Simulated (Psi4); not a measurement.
# SiH3O (SMILES O[SiH2]): UMP2/pcSseg-2 (fitted SCF)

What is the energy change on altering one bond length of SiH3O at UMP2/pcSseg-2 (fitted SCF)? 

The results are computed with Psi4 1.11.

1 further run of the same task is left out (set aside as unsound or not needed).

## (1) The molecule

SiH3O: 5 atoms, total charge 0, spin state doublet. As SMILES, `O[SiH2]`. The coordinates come from a GFN2-xTB relaxation. This is one conformer, not always the lowest.

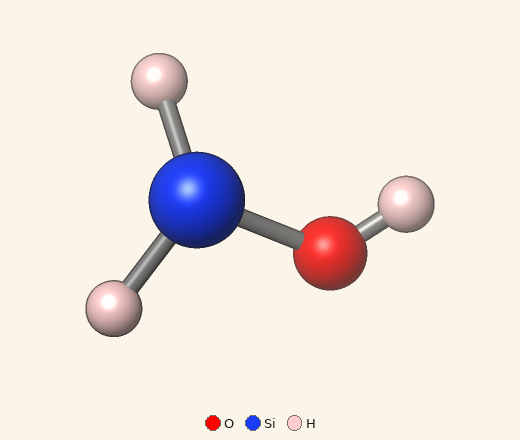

Viewed from a chosen angle; oxygen red, silicon blue, hydrogen pink.

## (2) A single-point energy at UMP2/pcSseg-2 (fitted SCF)

Contents of input.json:

```json
{
 "schema_name": "qcschema_input",
 "schema_version": 1,
 "molecule": {
  "schema_name": "qcschema_molecule",
  "schema_version": 2,
  "symbols": ["O", "Si", "H", "H", "H"],
  "geometry": [1.05316327, -0.8196876, 1.50887072, 0.00364717, 0.64619185, -1.00900037, 1.37135535, -2.59017201, 1.53974885, -2.35236887, -0.47919675, -1.89116232, -0.07579691, 3.24284562, -0.14845688],
  "molecular_charge": 0,
  "molecular_multiplicity": 2,
  "fix_com": true,
  "fix_orientation": true
 },
 "driver": "energy",
 "model": {
  "method": "mp2",
  "basis": "pcSseg-2"
 },
 "keywords": {
  "reference": "uhf",
  "freeze_core": true,
  "mp2_type": "conv"
 }
}
```

On the command line:

```console
psi4 --qcschema input.json -n 1 --memory 1600MB
```

stdout:

```text
[...]
  Running in c1 symmetry.
[...]
  Nuclear repulsion =   58.013667487379898
[...]
  Multiplicity = 2
[...]
  Nalpha       = 13
  Nbeta        = 12
[...]
    Number of basis functions: 121
[...]
   @UHF iter   1:  -365.48612868655312   -6.41560e-01   4.02296e-03 ADIIS/DIIS
[...]
   @UHF iter  13:  -365.58377083373108   -7.61702e-12   6.09245e-09 DIIS
[...]
   @S^2 Observed:                7.538514387E-01
[...]
    Orbital Energies [Eh]
    ---------------------
    Alpha Occupied:
       1A    -68.792696     2A    -20.555382     3A     -6.139560
       4A     -4.252864     5A     -4.243704     6A     -4.243073
       7A     -1.349656     8A     -0.771014     9A     -0.642023
      10A     -0.565835    11A     -0.552575    12A     -0.483265
      13A     -0.320134
    Alpha Virtual:
      14A      0.085448    15A      0.125452    16A      0.138714
      17A      0.146916    18A      0.189763    19A      0.205504
      20A      0.305937    21A      0.340022    22A      0.376339
      23A      0.420482    24A      0.491322    25A      0.518304
[...]
  @UHF Final Energy:  -365.58377083373108
   => Energetics <=
    Nuclear Repulsion Energy =             58.0136674873798981
    One-Electron Energy =                -621.8517068984236857
    Two-Electron Energy =                 198.2542685773127573
    Total Energy =                       -365.5837708337310801
  UHF NO Occupations:
  HONO-2 :   11  A 1.9997210
  HONO-1 :   12  A 1.9985496
[...]
 Multipole Moments:
 ------------------------------------------------------------------------------------
     Multipole            Electronic (a.u.)      Nuclear  (a.u.)        Total (a.u.)
 ------------------------------------------------------------------------------------
 L = 1.  Multiply by 2.5417464519 to convert [e a0] to [Debye]
 Dipole X            :         -7.4225982            7.4195561           -0.0030421
 Dipole Y            :         -3.1376769            2.6626620           -0.4750150
 Dipole Z            :          2.2131755           -2.5549098           -0.3417343
 Magnitude           :                                                    0.5851759
[...]
	SCS-MP2 Total Energy (a.u.)        :  -365.93487945384140
	SOS-MP2 Total Energy (a.u.)        :  -365.90863144250682
	SCSN-MP2 Total Energy (a.u.)       :  -365.72236033357785
[...]
	SOS-PI-MP2 Total Energy (a.u.)     :  -365.96277487730276
[...]
	MP2 Total Energy (a.u.)            :  -365.93323204171469
[...]
```

The result, in JSON:

```text
{
 "driver": "energy",
 "model": {
  "method": "mp2",
  "basis": "pcSseg-2"
 },
 "success": true,
 "return_result": -365.9332320417147,
 "properties": {
  "calcinfo_nbasis": 121,
  "calcinfo_nmo": 121,
  "calcinfo_nalpha": 13,
  "calcinfo_nbeta": 12,
  "calcinfo_natom": 5,
  "nuclear_repulsion_energy": 58.0136674873799,
  "return_energy": -365.9332320417147,
  "scf_one_electron_energy": -621.8517068984237,
  "scf_two_electron_energy": 198.25426857731276,
  "scf_dipole_moment": [-0.0030420559434194416, -0.47501495943368655, -0.34173428640251213],
  "scf_total_energy": -365.5837708337311,
  "scf_iterations": 13,
  "mp2_same_spin_correlation_energy": -0.0787440340038467,
  "mp2_opposite_spin_correlation_energy": -0.27071717397977235,
  "mp2_singles_energy": 0.0,
  "mp2_doubles_energy": -0.349461207983619,
  "mp2_correlation_energy": -0.3494612079836088,
  "mp2_total_energy": -365.9332320417147
 }
}
```

It took 17 s on 1 thread of Intel Xeon Platinum 8259CL at 2.50GHz (Skylake/Cascade Lake), shared host; peak memory 0.98 GiB.

## (3) The distorted shape at the same level

Contents of job.py:

```python
import psi4

psi4.set_memory('1600 MB')
psi4.set_num_threads(1)
psi4.set_output_file('run.log', False)

molecule = psi4.geometry("""
0 2
O      0.574156    -0.527495     0.800095
Si     0.018776     0.248215    -0.532305
H      0.725690    -1.370660     0.814800
H     -1.227974    -0.347315    -0.999125
H     -0.023264     1.622305    -0.076925
no_reorient
no_com
""")

options = {'reference': 'uhf', 'freeze_core': True, 'mp2_type': 'conv'}
psi4.set_options(options)

e_tot, wfn = psi4.energy("mp2/pcSseg-2", return_wfn=True)
print(f'total energy {e_tot:.8f} hartree = {e_tot * 27.211386:.5f} eV')
```

On the command line:

```console
python job.py
```

run.log:

```text
[...]
  Running in c1 symmetry.
[...]
  Nuclear repulsion =   58.625105508810343
[...]
  Multiplicity = 2
[...]
  Nalpha       = 13
  Nbeta        = 12
[...]
    Number of basis functions: 121
[...]
   @UHF iter   1:  -365.47692657359028   -5.81777e-01   4.11181e-03 ADIIS/DIIS
[...]
   @UHF iter  13:  -365.57517634380167   -4.43379e-12   3.87431e-09 DIIS
[...]
   @S^2 Observed:                7.537891394E-01
[...]
    Orbital Energies [Eh]
    ---------------------
    Alpha Occupied:
       1A    -68.794212     2A    -20.546415     3A     -6.141081
       4A     -4.254407     5A     -4.245243     6A     -4.244587
       7A     -1.378197     8A     -0.794497     9A     -0.650921
      10A     -0.569550    11A     -0.556184    12A     -0.485873
      13A     -0.321916
    Alpha Virtual:
      14A      0.087232    15A      0.124953    16A      0.137866
      17A      0.151653    18A      0.189681    19A      0.204610
      20A      0.306323    21A      0.339049    22A      0.376122
      23A      0.431443    24A      0.494255    25A      0.519238
[...]
  @UHF Final Energy:  -365.57517634380167
   => Energetics <=
    Nuclear Repulsion Energy =             58.6251055088103428
    One-Electron Energy =                -622.9149844324633705
    Two-Electron Energy =                 198.7147025798514335
    Total Energy =                       -365.5751763438016724
  UHF NO Occupations:
  HONO-2 :   11  A 1.9997378
  HONO-1 :   12  A 1.9985596
[...]
 Multipole Moments:
 ------------------------------------------------------------------------------------
     Multipole            Electronic (a.u.)      Nuclear  (a.u.)        Total (a.u.)
 ------------------------------------------------------------------------------------
 L = 1.  Multiply by 2.5417464519 to convert [e a0] to [Debye]
 Dipole X            :         -8.2019112            8.1835799           -0.0183313
 Dipole Y            :          1.1682162           -1.5885416           -0.4203254
 Dipole Z            :          2.1247780           -2.4807569           -0.3559789
 Magnitude           :                                                    0.5511174
[...]
	SCS-MP2 Total Energy (a.u.)        :  -365.92270442222087
	SOS-MP2 Total Energy (a.u.)        :  -365.89678759832117
	SCSN-MP2 Total Energy (a.u.)       :  -365.71201717399214
[...]
	SOS-PI-MP2 Total Energy (a.u.)     :  -365.95038947407443
[...]
	MP2 Total Energy (a.u.)            :  -365.92093619426709
[...]
```

On the terminal:

```text
total energy -365.92093619 hartree = -9957.21584 eV
```

Wall time 17 s (1 thread of Intel Xeon Platinum 8259CL at 2.50GHz (Skylake/Cascade Lake), shared host); peak memory 0.98 GiB.

## (4) Summary of results

Level: UMP2/pcSseg-2 (fitted SCF), 6 core orbitals frozen.

```
                                                                   quantity          value
                                                  first shape: total energy  -365.93323 Eh
    first shape: HOMO energy (Hartree–Fock orbitals) (highest over α and β)       -8.71 eV
     first shape: LUMO energy (Hartree–Fock orbitals) (lowest over α and β)        1.50 eV
                   first shape: correlation energy (6 core orbitals frozen)     -349.5 mEh
                             first shape: ⟨S²⟩ of the reference determinant          0.754
                                              distorted shape: total energy  -365.92094 Eh
distorted shape: HOMO energy (Hartree–Fock orbitals) (highest over α and β)       -8.76 eV
 distorted shape: LUMO energy (Hartree–Fock orbitals) (lowest over α and β)        1.47 eV
               distorted shape: correlation energy (6 core orbitals frozen)     -345.8 mEh
                         distorted shape: ⟨S²⟩ of the reference determinant          0.754
          energy change with the O1–H3 bond shortened from 0.952 to 0.857 Å       0.335 eV
```

With the O1–H3 bond shortened from 0.952 to 0.857 Å the energy rises by 0.33 eV (7.7 kcal/mol). The first shape isn't relaxed at this level, so the change isn't measured from a minimum.
